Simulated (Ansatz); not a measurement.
# FH₆NSi₂Sn: a ladder of functionals and wavefunction methods, part 2 of 2

Ansatz 0.2.0, Gaussian basis; functionals in def2-TZVPP, the program's frozen cores in correlated methods.

### Step 17. ωB97M-V (range-separated)

in.yaml reads:

```yaml
crystal:
  periodic: [false, false, false]
  atoms:
    - {symbol: F, position_ang: [-0.965037, 2.894275, -0.068032]}
    - {symbol: Sn, position_ang: [-1.317211, 1.575220, 1.328248]}
    - {symbol: N, position_ang: [-0.236681, 0.167136, 0.315174]}
    - {symbol: Si, position_ang: [-0.074772, -1.417134, 0.988447]}
    - {symbol: Si, position_ang: [0.520174, 0.543916, -1.212497]}
    - {symbol: H, position_ang: [-0.652539, -2.468674, 0.109187]}
    - {symbol: H, position_ang: [1.342543, -1.772725, 1.266672]}
    - {symbol: H, position_ang: [-0.823770, -1.420912, 2.281624]}
    - {symbol: H, position_ang: [1.533181, 1.619382, -1.078732]}
    - {symbol: H, position_ang: [-0.475079, 0.920443, -2.246117]}
    - {symbol: H, position_ang: [1.214493, -0.697929, -1.663374]}
basis:
  gaussian: {orbitals: def2-TZVPP}
hamiltonian: {xc: {name: wB97M-V}}
output: {forces: true, orbitals: {seedname: orbitals}}
```

Launch:

```sh
ansatz run in.yaml --threads 4 --pin off --events-out ev --progress --plain --max-ram 11315MiB
```

Standard output, cut to the lines that bear on the results:

```text
Functional definition: wB97M-V
  name "wB97M-V"
  cite "Mardirossian & Head-Gordon, J. Chem. Phys. 144, 214110 (2016) doi:10.1063/1.4952647"
  cite "Becke, J. Chem. Phys. 107, 8554 (1997) doi:10.1063/1.475007"
  cite "Vydrov & Van Voorhis, J. Chem. Phys. 133, 244103 (2010) doi:10.1063/1.3521275"
  # Of w^i u^j: cxij and so on, Table III.
[...]
  gx(w, u) = 1 - cx + cx01*u + cx10*w
[...]
Atom 7 at    -0.823770    -1.420912     2.281624 Å, force     0.075940     0.003668    -0.133309 eV/Å
Atom 8 at     1.533181     1.619382    -1.078732 Å, force    -0.116648    -0.121472    -0.016506 eV/Å
Atom 9 at    -0.475079     0.920443    -2.246117 Å, force     0.114307    -0.041224     0.117821 eV/Å
Atom 10 at     1.214493    -0.697929    -1.663374 Å, force    -0.073882     0.125113     0.052264 eV/Å
Dipole moment:    -0.230250    -0.142914     0.481406 e Å
```

Run time: 21 s. Hardware: 4 threads of Arm Neoverse V1, shared host; peak memory 1.3 GiB.

With the free atoms at this level, -25856.636 eV in sum, the atomisation energy is 3483.2 kJ/mol. HOMO -9.98 eV, LUMO -0.82 eV.

### Step 18. B2PLYP (double hybrid)

in.yaml, as its differences from that of step 17:

```diff
@@ -16,3 +16,2 @@
   gaussian: {orbitals: def2-TZVPP}
-hamiltonian: {xc: {name: wB97M-V}}
-output: {forces: true, orbitals: {seedname: orbitals}}
+hamiltonian: {xc: {name: B2PLYP}}
```

The command is unchanged.

Standard output, cut to the lines that bear on the results:

```text
Functional definition: B2PLYP
  name "B2PLYP"
  cite "Grimme, J. Chem. Phys. 124, 034108 (2006) doi:10.1063/1.2148954"
  cite "Becke, Phys. Rev. A 38, 3098 (1988) doi:10.1103/PhysRevA.38.3098"
  cite "Lee, Yang & Parr, Phys. Rev. B 37, 785 (1988) doi:10.1103/PhysRevB.37.785"
[...]
1813 factors; integrals over basis functions are off by at most 9.2e-4 eV
[...]
mean field -25872.69834082 eV, -950.8041268803 hartree, gradient 3.4e-6 eV, S^2 0.000000; 0 other end points of the search recorded, 0 dependent functions left out
16 core orbitals not correlated: weight in the atoms' cores, before any rotation towards them, 1.000 or more for the frozen orbitals, at most 0.000 for the correlated occupied ones
reference -25872.69853451 eV, -950.8041339985 hartree; 20, 20 occupied and 244, 244 virtual orbitals, 1813 factors
second order -33.82443473 eV of doubles, -0.00000000 eV of singles
Total energy: -25881.83113189 eV, -951.1397507618 hartree
```

It took 11 s on 4 threads of Arm Neoverse V1, shared host; peak memory 0.9 GiB.

Atomisation energy: 3434.2 kJ/mol (free atoms -25846.238 eV, run apart).

### Step 19. PBE-QIDH (double hybrid)

in.yaml, as its differences from that of step 18:

```diff
@@ -16,2 +16,2 @@
   gaussian: {orbitals: def2-TZVPP}
-hamiltonian: {xc: {name: B2PLYP}}
+hamiltonian: {xc: {name: PBE-QIDH}}
```

The command is unchanged.

Standard output, cut to the lines that bear on the results:

```text
Functional definition: PBE-QIDH
  name "PBE-QIDH"
  cite "Brémond, Sancho-García, Pérez-Jiménez & Adamo, J. Chem. Phys. 141, 031101 (2014) doi:10.1063/1.4890314"
  cite "Perdew, Burke & Ernzerhof, Phys. Rev. Lett. 77, 3865 (1996) doi:10.1103/PhysRevLett.77.3865"
[...]
1813 factors; integrals over basis functions are off by at most 9.2e-4 eV
[...]
mean field -25864.65855527 eV, -950.5086702108 hartree, gradient 2.5e-6 eV, S^2 0.000000; 0 other end points of the search recorded, 0 dependent functions left out
16 core orbitals not correlated: weight in the atoms' cores, before any rotation towards them, 1.000 or more for the frozen orbitals, at most 0.000 for the correlated occupied ones
reference -25864.65857107 eV, -950.5086707915 hartree; 20, 20 occupied and 244, 244 virtual orbitals, 1813 factors
second order -31.42412905 eV of doubles, -0.00000000 eV of singles
Total energy: -25875.13328075 eV, -950.8936092724 hartree
```

It took 11 s on 4 threads of Arm Neoverse V1, shared host; peak memory 0.9 GiB.

Atomisation energy: 3408.1 kJ/mol (free atoms -25839.811 eV, run apart).

### Step 20. Frontier levels by functional

Dipoles come from the runs that computed forces. Levels are read from the orbital files that the runs wrote:

| functional | HOMO (eV) | LUMO (eV) | gap (eV) | dipole (D) |
| --- | --- | --- | --- | --- |
| LDA (SPW92) | -6.67 | -3.42 | 3.26 |  |
| PBE-D4 | -6.55 | -3.18 | 3.37 | 2.41 |
| revPBE-D4 | -6.50 | -3.09 | 3.41 |  |
| BLYP-D4 | -6.42 | -3.12 | 3.31 |  |
| r2SCAN-D4 | -6.85 | -3.13 | 3.72 | 2.47 |
| B97M-V | -6.93 | -3.21 | 3.72 |  |
| PBE0-D4 | -7.77 | -2.52 | 5.25 |  |
| B3LYP-D4 | -7.55 | -2.75 | 4.80 | 2.64 |
| r2SCANh-D4 | -7.30 | -2.87 | 4.43 |  |
| r2SCAN0-D4 | -7.98 | -2.49 | 5.49 |  |
| HSE06-D4 | -7.37 | -2.88 | 4.50 |  |
| BHLYP-D4 | -8.92 | -1.83 | 7.08 |  |
| CAM-B3LYP-D4 | -9.08 | -1.62 | 7.46 |  |
| LC-ωPBE | -10.42 | -0.53 | 9.89 |  |
| ωB97X-V | -10.09 | -0.64 | 9.45 |  |
| ωB97M-V | -9.98 | -0.82 | 9.16 | 2.65 |

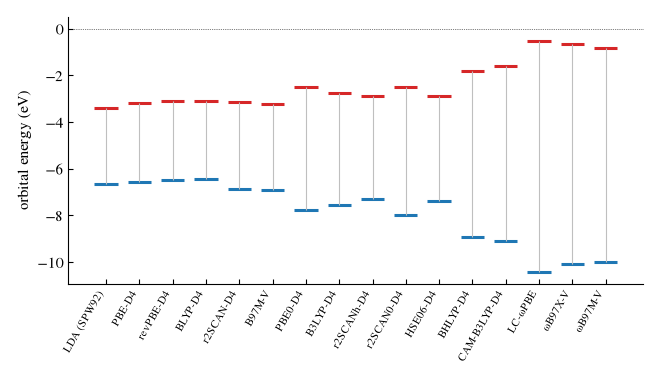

Highest occupied (blue) and lowest empty (red) level by functional.

### Step 21. CCSD(T) in def2-SVP

in.yaml, as its differences from that of step 19:

```diff
@@ -15,3 +15,3 @@
 basis:
-  gaussian: {orbitals: def2-TZVPP}
-hamiltonian: {xc: {name: PBE-QIDH}}
+  gaussian: {orbitals: def2-SVP}
+correlation: {method: ccsd_t}
```

The command is unchanged.

Standard output, cut to the lines that bear on the results:

```text
Functional definition: HF
  name "HF"
  cite "Fock, Z. Phys. 61, 126 (1930) doi:10.1007/BF01340294"
  parent pbe
[...]
1246 factors; integrals over basis functions are off by at most 1.1e-3 eV
[...]
mean field -25806.76737208 eV, -948.3812084687 hartree, gradient 2.7e-6 eV, S^2 0.000000; 0 other end points of the search recorded, 0 dependent functions left out
16 core orbitals not correlated: weight in the atoms' cores, before any rotation towards them, 1.000 or more for the frozen orbitals, at most 0.000 for the correlated occupied ones
reference -25806.76737208 eV, -948.3812084687 hartree; 20, 20 occupied and 84, 84 virtual orbitals, 1246 factors
second order -17.70306248 eV of doubles, -0.00000000 eV of singles
cycle   1  -18.39371957 eV  change   -6.9e-1 eV  update   1.3e-1
[...]
cycle  10  -19.17629548 eV  change   -1.6e-5 eV  update   3.6e-5
perturbative correction -0.52148315 eV, -0.0191641524 hartree
Total energy: -25826.46515072 eV, -949.1050884820 hartree
```

Wall time 14 s (4 threads of Arm Neoverse V1, shared host); peak memory 0.7 GiB.

### Step 22. CCSD(T) in def2-TZVPP

in.yaml, as its differences from that of step 21:

```diff
@@ -15,3 +15,4 @@
 basis:
-  gaussian: {orbitals: def2-SVP}
+  gaussian: {orbitals: def2-TZVPP}
 correlation: {method: ccsd_t}
+output: {orbitals: {seedname: orbitals}}
```

The command is unchanged.

Standard output, cut to the lines that bear on the results:

```text
Functional definition: HF
  name "HF"
  cite "Fock, Z. Phys. 61, 126 (1930) doi:10.1007/BF01340294"
  parent pbe
[...]
1813 factors; integrals over basis functions are off by at most 9.2e-4 eV
[...]
mean field -25818.11604385 eV, -948.7982644639 hartree, gradient 2.0e-6 eV, S^2 0.000000; 0 other end points of the search recorded, 0 dependent functions left out
16 core orbitals not correlated: weight in the atoms' cores, before any rotation towards them, 1.000 or more for the frozen orbitals, at most 0.000 for the correlated occupied ones
reference -25818.11604385 eV, -948.7982644639 hartree; 20, 20 occupied and 244, 244 virtual orbitals, 1813 factors
second order -27.89770467 eV of doubles, -0.00000000 eV of singles
cycle   1  -27.76782260 eV  change    1.3e-1 eV  update   1.4e-1
[...]
cycle  12  -28.72328350 eV  change   -1.1e-5 eV  update   8.9e-6
perturbative correction -1.00687338 eV, -0.0370019141 hartree
Total energy: -25847.84620073 eV, -949.8908275773 hartree
```

Wall time 8.4 min (4 threads of Arm Neoverse V1, shared host); peak memory 8.3 GiB.

### Step 23. MP2 in def2-QZVPP

in.yaml, as its differences from that of step 22:

```diff
@@ -15,4 +15,3 @@
 basis:
-  gaussian: {orbitals: def2-TZVPP}
-correlation: {method: ccsd_t}
-output: {orbitals: {seedname: orbitals}}
+  gaussian: {orbitals: "def2-QZVPP.json"}
+correlation: {method: mp2}
```

Same command.

Standard output, cut to the lines that bear on the results:

```text
Functional definition: HF
  name "HF"
  cite "Fock, Z. Phys. 61, 126 (1930) doi:10.1007/BF01340294"
  parent pbe
[...]
3085 factors; integrals over basis functions are off by at most 7.6e-4 eV
[...]
mean field -25818.90631048 eV, -948.8273062271 hartree, gradient 1.6e-6 eV, S^2 0.000000; 0 other end points of the search recorded, 0 dependent functions left out
16 core orbitals not correlated: weight in the atoms' cores, before any rotation towards them, 1.000 or more for the frozen orbitals, at most 0.000 for the correlated occupied ones
reference -25818.90631048 eV, -948.8273062271 hartree; 20, 20 occupied and 480, 480 virtual orbitals, 3085 factors
second order -35.28549039 eV of doubles, -0.00000000 eV of singles
Total energy: -25854.19180087 eV, -950.1240240815 hartree
```

It took 38 s on 4 threads of Arm Neoverse V1, shared host; peak memory 3.6 GiB.

The pieces so far (eV):

| basis | HF | MP2 correlation | CCSD correlation | (T) | total |
| --- | --- | --- | --- | --- | --- |
| def2-SVP | -25806.7674 | -17.7031 | -19.1763 | -0.5215 | -25826.4652 |
| def2-TZVPP | -25818.1160 | -27.8977 | -28.7233 | -1.0069 | -25847.8462 |
| def2-QZVPP | -25818.9063 | -35.2855 |  |  | -25854.1918 (MP2) |

The report of the def2-TZVPP run gives T1 = 0.0158.

### Step 24. The basis-set limit

No new run: Hartree-Fock is extrapolated as exp(−7.88√X) and correlation as X^−2.97, with X = 3 and 4; only MP2 was run in the larger set, so CCSD(T) minus MP2 is added from the smaller one.

| level | energy at the limit (eV) |
| --- | --- |
| HF | -25819.0152 |
| MP2 | -25859.7731 |
| CCSD | -25860.5987 |
| CCSD(T) | -25861.6055 |

This is no true limit for total energies: MP2 correlation changes by a factor of 1.26 from triple to quadruple zeta (about 1.07 in light molecules), because outer-core shells are correlated in sets not made for them. Much of that cancels between molecule and atoms or ions.

### Step 25. RPA on PBE orbitals

in.yaml, as its differences from that of step 23:

```diff
@@ -15,3 +15,4 @@
 basis:
-  gaussian: {orbitals: "def2-QZVPP.json"}
-correlation: {method: mp2}
+  gaussian: {orbitals: def2-TZVPP}
+hamiltonian: {xc: pbe}
+correlation: {method: rpa}
```

The command is unchanged.

Standard output, cut to the lines that bear on the results:

```text
Functional definition: PBE
  name "PBE"
  cite "Perdew, Burke & Ernzerhof, Phys. Rev. Lett. 77, 3865 (1996) doi:10.1103/PhysRevLett.77.3865"
  parent pbe
[...]
1813 factors; integrals over basis functions are off by at most 9.2e-4 eV
[...]
mean field -25883.65890699 eV, -951.2069202578 hartree, gradient 3.1e-6 eV, S^2 0.000000; 1 other end points of the search recorded, 0 dependent functions left out
16 core orbitals not correlated: weight in the atoms' cores, before any rotation towards them, 1.000 or more for the frozen orbitals, at most 0.000 for the correlated occupied ones
reference -25815.76120539 eV, -948.7117257467 hartree; 20, 20 occupied and 244, 244 virtual orbitals, 1813 factors
Total energy: -25860.25381799 eV, -950.3467991016 hartree
```

It took 11 s on 4 threads of Arm Neoverse V1, shared host; peak memory 0.85 GiB.

RPA correlation: -44.493 eV. No RPA run of the hydrogen atom was made, so RPA has no atomisation energy below.

### Step 26. Atomisation energies

Free atoms (1 F, 1 Sn, 1 N, 2 Si, 6 H) were run apart at each level; the atomisation energy is their sum less the molecule, without zero-point or spin-orbit terms.

Differences are taken before rounding.

| method | rung | atomisation energy (kJ/mol) | from CCSD(T)/CBS (kJ/mol) | time |
| --- | --- | --- | --- | --- |
| LDA (SPW92) | LDA | 3911.0 | +402.5 | 2.1 s |
| PBE-D4 | GGA | 3481.1 | -27.4 | 4.1 s |
| revPBE-D4 | GGA | 3411.4 | -97.2 | 3.5 s |
| BLYP-D4 | GGA | 3486.8 | -21.7 | 3.5 s |
| r2SCAN-D4 | meta-GGA | 3465.8 | -42.8 | 9 s |
| B97M-V | meta-GGA | 3503.1 | -5.5 | 14 s |
| PBE0-D4 | hybrid | 3420.1 | -88.5 | 6 s |
| B3LYP-D4 | hybrid | 3486.7 | -21.9 | 9 s |
| r2SCANh-D4 | hybrid | 3439.1 | -69.5 | 9.5 s |
| r2SCAN0-D4 | hybrid | 3401.6 | -106.9 | 9.5 s |
| HSE06-D4 | hybrid | 3420.6 | -87.9 | 6.5 s |
| BHLYP-D4 | hybrid | 3402.3 | -106.3 | 6.5 s |
| CAM-B3LYP-D4 | range-separated | 3500.7 | -7.8 | 6.5 s |
| LC-ωPBE | range-separated | 3420.8 | -87.8 | 4.5 s |
| ωB97X-V | range-separated | 3515.8 | +7.3 | 14 s |
| ωB97M-V | range-separated | 3483.2 | -25.4 | 21 s |
| B2PLYP | double hybrid | 3434.2 | -74.3 | 11 s |
| PBE-QIDH | double hybrid | 3408.1 | -100.5 | 11 s |
| HF/def2-TZVPP | wavefunction | 2476.5 | -1032.0 |  |
| MP2/def2-TZVPP | wavefunction | 3410.8 | -97.7 |  |
| CCSD/def2-TZVPP | wavefunction | 3328.5 | -180.1 |  |
| CCSD(T)/def2-SVP | wavefunction | 3186.2 | -322.4 | 14 s |
| CCSD(T)/def2-TZVPP | wavefunction | 3381.9 | -126.7 | 8.4 min |
| MP2/CBS | wavefunction | 3537.5 | +29.0 |  |
| CCSD(T)/CBS | wavefunction | 3508.6 | 0 | 9 min |

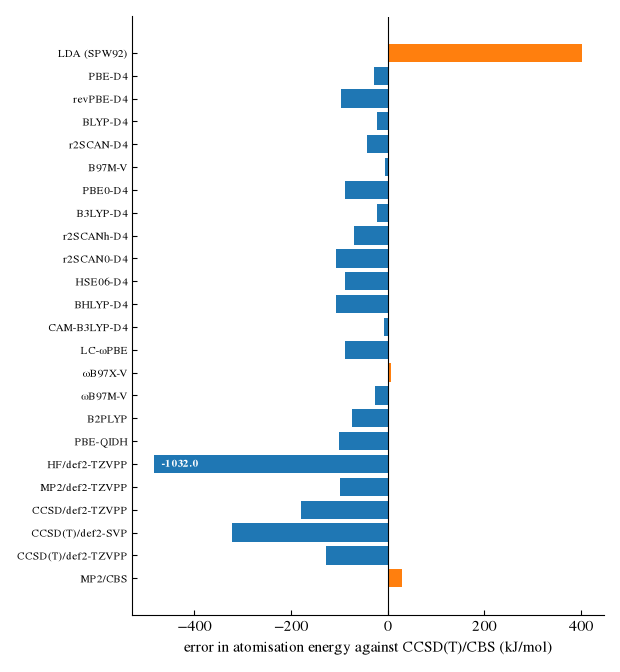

How far each level lands from CCSD(T)/CBS. Bars with a number in them are cut short.

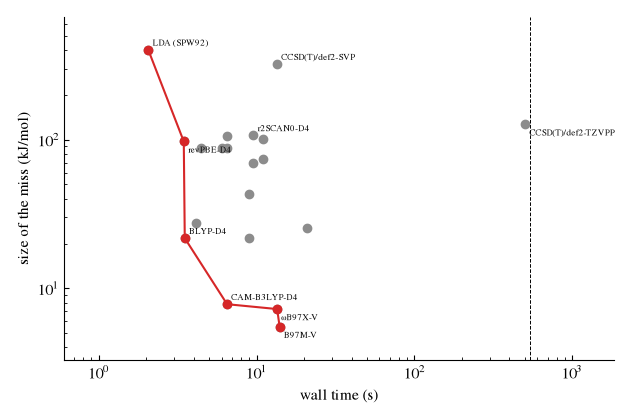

Accuracy for the time spent; red marks the levels that beat every quicker one drawn (of those quicker than the yardstick), and the dashed line is the time of CCSD(T)/CBS. Only those levels and the largest misses are named. Times are from a shared host.

LDA (SPW92), LC-ωPBE, B2PLYP, PBE-QIDH carry no dispersion term (for B3LYP, D4 adds 56.1 kJ/mol).

Times are those of the molecule's run; HF, MP2 and CCSD come out of the CCSD(T) runs, and the limit's time is the sum of the runs that it needs.

### Step 27. Summary of results

This closing draws on all 2 parts.

| quantity | value |
| --- | --- |
| atomisation energy, CCSD(T)/CBS | 3508.6 kJ/mol |
| functionals within 35.1 kJ/mol (1.0 %) | PBE-D4, BLYP-D4, B97M-V, B3LYP-D4, CAM-B3LYP-D4, ωB97X-V, ωB97M-V |
| farthest beyond LDA | r2SCAN0-D4 (-106.9 kJ/mol) |
| mean size of error, GGA | 48.8 kJ/mol |
| mean size of error, meta-GGA | 24.1 kJ/mol |
| mean size of error, hybrid | 80.2 kJ/mol |
| mean size of error, range-separated | 32.1 kJ/mol |
| mean size of error, double hybrid | 87.4 kJ/mol |
| gap, smallest and largest | 3.26 eV (LDA (SPW92)), 9.89 eV (LC-ωPBE) |
| T1 diagnostic | 0.0158 |
| triples share of the correlation energy | 3.4 % |

The LDA atomisation energy is off by 402.5 kJ/mol (11 %): it overbinds. PBE-D4 is off by -27.4 kJ/mol. Double hybrids carry the basis error of their MP2 part in triple zeta, and no dispersion term here, so their miss is partly the set-up's. The rungs meta-GGA, range-separated miss on average by less than the doubt on the reference (35.1 kJ/mol), so they tie. The reference freezes the cores and leaves out spin-orbit coupling and excitations past (T), and its outer-core shells are covered unevenly, so misses under about 35.1 kJ/mol can't be ranked. All levels share the lack of spin-orbit coupling, which lowers the free heavy atoms and so the true binding. Hartree-Fock recovers 71 % of the binding; the rest is correlation. CCSD(T) in def2-SVP is off by -322.4 kJ/mol, which most functionals beat. Orbital gaps span 3.3 to 9.9 eV; exact exchange widens them. Correlated methods include outer-core shells of Sn, which these sets cover unevenly.

B97M-V reaches 5.5 kJ/mol from the reference in 14 s, where CCSD(T)/CBS took 9 min; the quickest level in the cost chart, LDA (SPW92), takes 2.1 s and misses by 402.5 kJ/mol.
